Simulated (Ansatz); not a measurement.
# triplet [PH2]−: levels of theory compared

We compute a comparison of 6 runs (UHF/3-21G, UB3LYP/6-31G*, U-r2SCAN/def2-TZVPPD, UBLYP/def2-TZVPPD, UPBE/def2-TZVPPD, USVWN5/def2-TZVPPD) of triplet [PH2]−. 

Program for the calculation: Ansatz 0.2.0.

## 1. The molecule

[PH2]−: 3 atoms, total charge -1, spin state triplet. SMILES of the parent species: `[PH2-]`. The shape is that of a GFN2-xTB optimisation. That shape belongs to the parent species and isn't relaxed for this state.

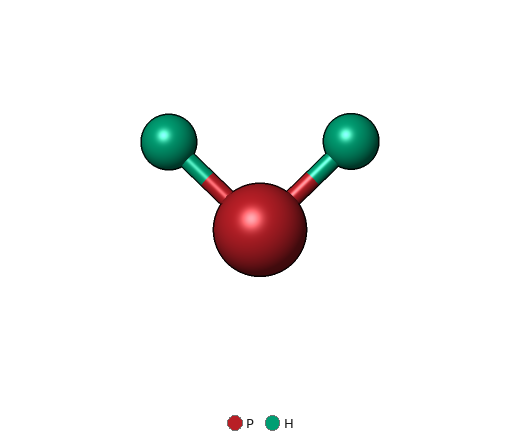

Viewed from a chosen angle; phosphorus red, hydrogen teal.

## 2. A single-point energy at UHF/3-21G (run 1)

in.yaml reads:

```yaml
crystal:
  periodic: [false, false, false]
  atoms:
    - {symbol: P, position_ang: [0.498920, -0.293580, 0.245050]}
    - {symbol: H, position_ang: [0.105590, 0.990220, 0.165130]}
    - {symbol: H, position_ang: [-0.604500, -0.696650, -0.410180]}
basis:
  gaussian: {orbitals: 3-21G.json}
total_charge: -1
magnetization: {spin_polarized: true, initial_magnetization: 2}
hamiltonian: {xc: hf}
accuracy: high
output: {orbitals: {seedname: orbitals}}
```

The basis set 3-21G is read from a file made from the Basis Set Exchange's data (not shown).

Started as:

```bash
$ ansatz run in.yaml --threads 1 --pin off --max-ram 2610MiB --events-out events.jsonl --progress --plain --runs-dir runs
```

Output:

```text
Warning: RAYON_NUM_THREADS=1 ignored (pool sized by the plan → 1); use --threads N
Functional definition: HF
  name "HF"
  exchange = exact_x
  correlation = 0
323 factors; integrals over basis functions are off by at most 2.1e-9 eV
mean field evaluation 1: about -9249.4882 eV, gradient 8.2e0 eV
mean field evaluation 2: about -9249.4996 eV, gradient 8.2e0 eV
mean field evaluation 4: about -9250.0772 eV, gradient 6.2e-1 eV
mean field evaluation 8: about -9250.0829 eV, gradient 2.3e-5 eV
mean field evaluation 16: about -9249.4859 eV, gradient 2.1e0 eV
mean field evaluation 32: about -9249.7072 eV, gradient 1.5e0 eV
mean field -9250.08288670 eV, -339.9342761549 hartree, gradient 2.7e-8 eV, S^2 2.008957; 0 other end points of the search recorded, 0 dependent functions left out
reference -9250.08288670 eV, -339.9342761549 hartree; 10, 8 occupied and 7, 9 virtual orbitals, 323 factors
Total energy: -9250.08288670 eV, -339.9342761549 hartree
```

Wall time 0.2 s (1 thread of Arm Neoverse N1, shared host).

## 3. The energy at UB3LYP/6-31G(d) (spherical functions) (run 2)

input.yaml reads:

```yaml
crystal:
  periodic: [false, false, false]
  atoms:
    - {symbol: P, position_ang: [0.498920, -0.293580, 0.245050]}
    - {symbol: H, position_ang: [0.105590, 0.990220, 0.165130]}
    - {symbol: H, position_ang: [-0.604500, -0.696650, -0.410180]}
basis:
  gaussian:
    orbitals: 6-31Gs-spherical.json
total_charge: -1
magnetization:
  spin_polarized: true
  initial_magnetization: 2
hamiltonian:
  xc: {name: B3LYP}
accuracy: high
output: {orbitals: {seedname: orbitals}}
```

The basis set 6-31G* is read from a file made from the Basis Set Exchange's data (not shown).

Started as:

```bash
$ ansatz run input.yaml --threads 1 --pin off --max-ram 2610MiB --events-out events.jsonl --progress --plain --runs-dir runs
```

Output:

```text
Warning: RAYON_NUM_THREADS=1 ignored (pool sized by the plan → 1); use --threads N
Functional definition: B3LYP
  name "B3LYP"
  parameter a0 = 0.2
  parameter ax = 0.72
  parameter ac = 0.81
  exchange = (1 - a0 - ax)*slater_x + ax*b88_x + a0*exact_x
  correlation = (1 - ac)*vwn_rpa_c + ac*lyp_c
381 factors; integrals over basis functions are off by at most 3.4e-9 eV
mean field evaluation 1: about -9315.7983 eV, gradient 6.0e0 eV
mean field evaluation 2: about -9315.9647 eV, gradient 3.6e0 eV
mean field evaluation 4: about -9316.0509 eV, gradient 5.1e-1 eV
mean field evaluation 8: about -9316.1502 eV, gradient 1.2e-2 eV
mean field evaluation 16: about -9316.1502 eV, gradient 5.3e-7 eV
mean field -9316.15024228 eV, -342.3622066904 hartree, gradient 4.4e-8 eV, S^2 2.002719; 0 other end points of the search recorded, 0 dependent functions left out
reference -9316.15026809 eV, -342.3622076388 hartree; 10, 8 occupied and 12, 14 virtual orbitals, 381 factors
Total energy: -9316.15026809 eV, -342.3622076388 hartree
```

Wall time 2.3 s (1 thread of Arm Neoverse N1, shared host); peak memory 0.11 GiB.

Runs 3 to 5 aren't shown in full; the table further down has their settings and results.

## 4. A single-point energy at USVWN5/def2-TZVPPD (run 6)

in.yaml: that of step 2 with these lines changed.

```diff
@@ -7,7 +7,7 @@
 basis:
-  gaussian: {orbitals: 3-21G.json}
+  gaussian: {orbitals: def2-TZVPPD.json}
+hamiltonian: {xc: {name: SVWN5}}
+output: {orbitals: {seedname: orbitals}}
 total_charge: -1
 magnetization: {spin_polarized: true, initial_magnetization: 2}
-hamiltonian: {xc: hf}
 accuracy: high
-output: {orbitals: {seedname: orbitals}}
```

The basis set def2-TZVPPD is read from a file made from the Basis Set Exchange's data (not shown).

Started as:

```bash
$ ansatz run in.yaml --threads 1 --pin off --max-ram 2610MiB --events-out events.jsonl --progress --plain --runs-dir runs
```

Output:

```text
Warning: RAYON_NUM_THREADS=1 ignored (pool sized by the plan → 1); use --threads N
Functional definition: SVWN5
  name "SVWN5"
  exchange = slater_x
  correlation = vwn5_c
1229 factors; integrals over basis functions are off by at most 4.0e-9 eV
mean field evaluation 1: about -9282.8531 eV, gradient 1.2e1 eV
mean field evaluation 2: about -9282.5784 eV, gradient 1.5e1 eV
mean field evaluation 4: about -9283.6802 eV, gradient 6.7e-1 eV
mean field evaluation 8: about -9283.6668 eV, gradient 1.2e-2 eV
mean field evaluation 16: about -9283.6668 eV, gradient 3.6e-6 eV
mean field evaluation 32: about -9283.6668 eV, gradient 5.9e-5 eV
mean field -9283.66678684 eV, -341.1684617211 hartree, gradient 1.5e-8 eV, S^2 2.002092; 3 other end points of the search recorded, 0 dependent functions left out
reference -9283.66678888 eV, -341.1684617959 hartree; 10, 8 occupied and 72, 74 virtual orbitals, 1229 factors
Total energy: -9283.66678888 eV, -341.1684617959 hartree
```

It took 7.8 s on 1 thread of Arm Neoverse N1, shared host; peak memory 0.16 GiB.

## 5. Overview of the runs

```tsv
run	level	energy (Eh)	HOMO energy (eV)	⟨S²⟩	wall time
1	UHF/3-21G	-339.934276	4.55	2.009	0.2 s
2	UB3LYP/6-31G* (spherical functions)	-342.362208	6.16	2.003	2.3 s
3	U-r2SCAN/def2-TZVPPD	-342.423593	3.07	2.010	39 s
4	UBLYP/def2-TZVPPD	-342.447757	3.30	2.004	16 s
5	UPBE/def2-TZVPPD	-342.289833	3.07	2.005	17 s
6	USVWN5/def2-TZVPPD	-341.168462	3.04	2.002	7.8 s
```

## 6. What came out

```
                                 quantity          value
                      run 6: total energy  -341.16846 Eh
run 6: HOMO energy (highest over α and β)        3.04 eV
                              run 6: ⟨S²⟩          2.002
```

**Reading.** Totals of different functionals can't be ranked against each other. In runs 1, 2, 3, 4, 5, 6 the HOMO lies above zero, so the outermost electron may be held by the basis alone. All runs together took 82 s, the longest 39 s.
